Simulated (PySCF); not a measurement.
# doublet [H2S2]+: levels of theory compared

We compute a comparison of 5 runs (U-wB97X-V/STO-3G, UB2PLYP/STO-3G, NEVPT2(3,3)/STO-3G, ROCCSD(T)/STO-3G, FCI/STO-3G) of doublet [H2S2]+. 

The results are computed with PySCF 2.14.0.

11 further runs of the same task are left out: 11 set aside as unsound or not needed.

### Step 1. The structure to begin with

The species is [H2S2]+ (4 atoms), meant as a doublet with charge +1. As SMILES of the parent species, `SS`. Geometry: relaxed at PBE0-D4/def2-TZVP. That shape belongs to the parent species and isn't relaxed for this state.

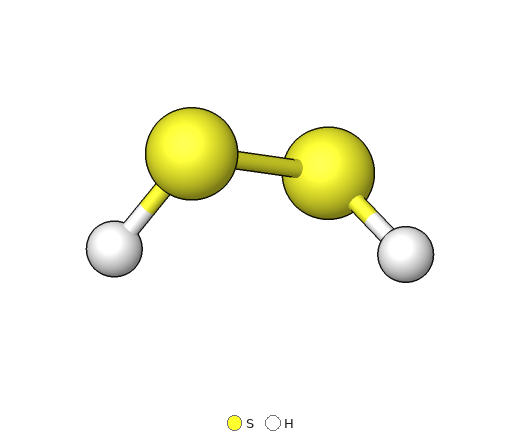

Viewed from a chosen angle; sulfur yellow, hydrogen white.

### Step 2. A single-point energy at U-wB97X-V/STO-3G (run 1)

Input file run.py:

```python
from pyscf import gto, dft

molecule = gto.M(
    atom='''
S      1.482452    -1.491391     0.314998
S      0.113799     2.119441     0.127292
H     -0.425982    -2.556025     1.619269
H     -1.170288     1.927993    -2.061597
''',
    verbose=4,
    charge=1,
    max_memory=1860,
    basis='sto-3g',
    spin=1,
    unit='bohr',
)

mf = dft.UKS(molecule)
mf.xc = 'wb97x-v'
mf.grids.level = 5
mf.nlcgrids.level = 1
mf.conv_tol = 1e-10
mf.kernel()
if not mf.converged:
    mf = mf.newton().run(mf.mo_coeff, mf.mo_occ)

e_tot = mf.e_tot
print('E = %.10f Eh' % e_tot)
```

On the command line:

```console
$ OMP_NUM_THREADS=1 python run.py
```

Output:

```text
PySCF version 2.14.0

[... 63 lines left out ...]
WARN: beta  nocc = 16  HOMO -0.261948798288597 >= LUMO -0.261254160712702
[... 1 line left out ...]
WARN: HOMO -0.261254160712706 >= LUMO -0.261254160712702
[... 50 lines left out ...]
converged SCF energy = -788.359037564579  <S^2> = 0.75578836  2S+1 = 2.00578
E = -788.3590375646 Eh
```

Run time: 20 s. Hardware: 1 thread of Arm Neoverse V1, shared host; peak memory 0.21 GiB.

### Step 3. A single-point energy at UB2PLYP/STO-3G (run 2)

Input file job.py:

```python
from pyscf import gto, dft, mp

mol = gto.M(
    atom='''
S      0.784480    -0.789210     0.166690
S      0.060220     1.121560     0.067360
H     -0.225420    -1.352590     0.856880
H     -0.619290     1.020250    -1.090950
''',
    max_memory=1860,
    spin=1,
    charge=1,
    verbose=3,
    basis='sto-3g',
)

mf = dft.UKS(mol)
mf.xc = '0.53*HF + 0.47*B88, 0.73*LYP'
mf.conv_tol = 1e-10
mf.grids.level = 5
mf.kernel()
if not mf.converged:
    mf = mf.newton().run(mf.mo_coeff, mf.mo_occ)

pt = mp.MP2(mf, frozen=10).run()
energy = mf.e_tot + 0.27 * pt.e_corr
print('PT2 part  %.8f' % (0.27 * pt.e_corr))
print('E(%s) = %.9f' % ('B2PLYP', energy))
```

On the command line:

```console
$ OMP_NUM_THREADS=1 python job.py
```

Output:

```text
WARN: HOMO -0.244677223958297 >= LUMO -0.244677223958298

converged SCF energy = -788.121540975777  <S^2> = 0.76279038  2S+1 = 2.0127497
E(UMP2) = -788.214888820385  E_corr = -0.0933478446077919
E(SCS-UMP2) = -788.220154516521  E_corr = -0.0986135407446678
PT2 part  -0.02520392
E(B2PLYP) = -788.146744894
```

Run time: 5.7 s. Hardware: 1 thread of Arm Neoverse V1, shared host; peak memory 0.21 GiB.

Runs 3 to 4 aren't shown in full; the table further down has their settings and results.

### Step 4. The energy at FCI/STO-3G (run 5)

Input file start.xyz:

```xyz
4

S      0.784480    -0.789210     0.166690
S      0.060220     1.121560     0.067360
H     -0.225420    -1.352590     0.856880
H     -0.619290     1.020250    -1.090950
```

Input file input.py:

```python
from pyscf import gto, mcscf

system = gto.M(
    atom='start.xyz',
    charge=1,
    spin=1,
    max_memory=1860,
    basis='sto-3g',
    verbose=3,
)

calc0 = system.ROHF()
calc0.conv_tol = 1e-10
calc0.kernel()
if not calc0.converged:
    calc0 = calc0.newton().run(calc0.mo_coeff, calc0.mo_occ)

cas = mcscf.CASCI(calc0, calc0.mo_coeff.shape[-1] - 10, (system.nelec[0] - 10, system.nelec[1] - 10))  # full CI above the frozen core
cas.fix_spin_(ss=0.75)
cas.kernel()
energy = cas.e_tot
print(f'total energy: {energy:.8f} hartree')
```

On the command line:

```console
$ OMP_NUM_THREADS=1 python input.py
```

Output:

```text
converged SCF energy = -787.230539434125
CASCI E = -787.329398494573  E(CI) = -37.1301521107997  S^2 = 0.7500000
total energy: -787.32939849 hartree
```

Wall time 1.3 s (1 thread of Arm Neoverse V1, shared host); peak memory 0.12 GiB.

### Step 5. All runs side by side

```tsv
run	level	nlc grid	frozen core orbitals	energy (Eh)	⟨S²⟩	wall time
1	U-wB97X-V/STO-3G	1	–	-788.359038	0.756	20 s
2	UB2PLYP/STO-3G	–	10	-788.146745	0.763	5.7 s
3	NEVPT2(3,3)/STO-3G	–	–	-787.304027	–	1 s
4	ROCCSD(T)/STO-3G	–	10	-787.328649	0.750	1.2 s
5	FCI/STO-3G	–	10	-787.329398	–	1.3 s
```

### Step 6. What came out

```
                                           quantity          value
                                run 5: total energy  -787.32940 Eh
run 5: correlation energy (10 core orbitals frozen)      -98.9 mEh
```

What this shows: Against full CI in this basis: ROCCSD(T) +0.7 mEh. Totals of different functionals can't be ranked against each other. In runs 1, 2, 3, 4, 5 the basis is minimal, so the values are rough. All runs together took 29 s, the longest 20 s.
